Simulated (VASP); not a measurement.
Band structure of HfGe2 (relaxed from the C49 structure, space group Cmcm). Computed with LDA (Ceperley-Alder, Perdew-Zunger), VASP's LDA PAW potentials (set 64) (plane waves; VASP).

Unless said otherwise, spin-orbit coupling is left out, though it shifts the bands of the heavy elements here.

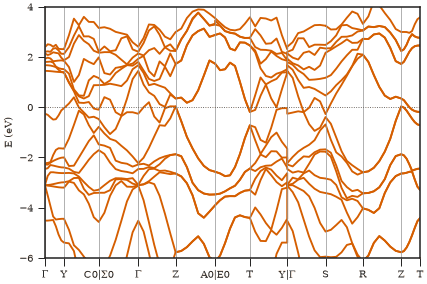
Bands along high-symmetry lines, zero at the valence-band maximum or, without a gap, the Fermi level

**Question.** Read the plot: is there a gap, and where are the band edges?

**Answer.** It has no gap at this level: it comes out as a metal or semimetal. (Edges off the drawn lines would not show.)

The structure was generated: HfGe2 was put into the C49 type (Cmcm), which need not be its known phase. It was relaxed first, which changed the volume by -6 %.
